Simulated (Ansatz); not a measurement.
**Effect of 5 layers on AlNi**

Consider AlNi in the CsCl type structure (space group Pm-3m, No. 221; a = 2.8631 Å; non-magnetic). Axes: x, y, z lie along the cube axes.

Now apply this change: a free-standing slab of 5 layers (10 atoms, 2 a layer) is cut normal to [110], with 15 Å of vacuum and the in-plane cell held at bulk.

Calculations: r2SCAN in Ansatz (plane waves to 500 eV, PAW, without spin-orbit coupling). Γ-centred 16×12×1 mesh, Fermi–Dirac width 0.05 eV, for the changed cell.

| quantity | base | changed | shift |
|---|---|---|---|
| layer's space group (with vacuum) | – | Pmmm (No. 47) | – |
| shortest interatomic distance | 2.480 Å | 2.391 Å | -0.089 Å |
| band gap | zero | zero | – |
| excess energy per area of both faces (slab less bulk energy over the cell's area: twice a surface energy) (uncertain by up to 0.1 J/m²) | – | 3.6 J/m² | – |
| thickness between the outermost nuclei | – | 8.24 Å | – |
| change of the spacing d12 from its bulk value of 2.025 Å | – | -0.4 % | – |
| change of the spacing d23 from its bulk value of 2.025 Å | – | -0.4 % | – |

Final structure:

```
CELL_PARAMETERS angstrom
      2.86315     0.00000     0.00000
      0.00000     4.04910     0.00000
      0.00000     0.00000    23.09820
ATOMIC_POSITIONS crystal
  Al 0.00000 0.25000 0.32157
  Ni 0.50000 0.75000 0.32918
  Al 0.00000 0.75000 0.41209
  Ni 0.50000 0.25000 0.41326
  Al 0.00000 0.25000 0.50000
  Ni 0.50000 0.75000 0.50000
  Al 0.00000 0.75000 0.58791
  Ni 0.50000 0.25000 0.58674
  Al 0.00000 0.25000 0.67843
  Ni 0.50000 0.75000 0.67082
```

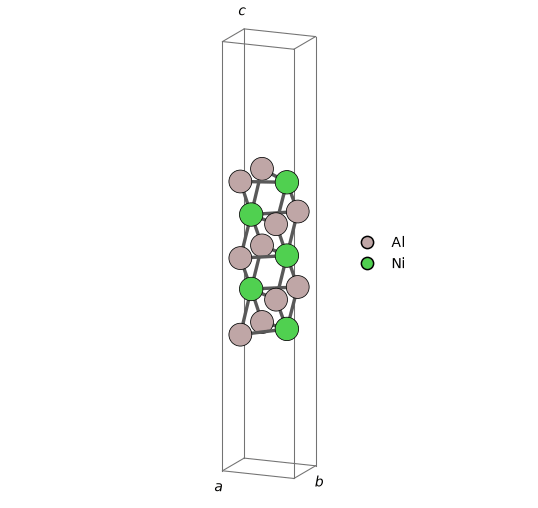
Figure: The relaxed cell after the change

Slab and bulk use different k-meshes, which limits the precision of the excess energy. Stability against distortions was not tested. Starting moments died away, wholly or in part, for the base; another magnetic solution may exist. The final runs are not spin-polarised.

Ansatz is a first-principles code.
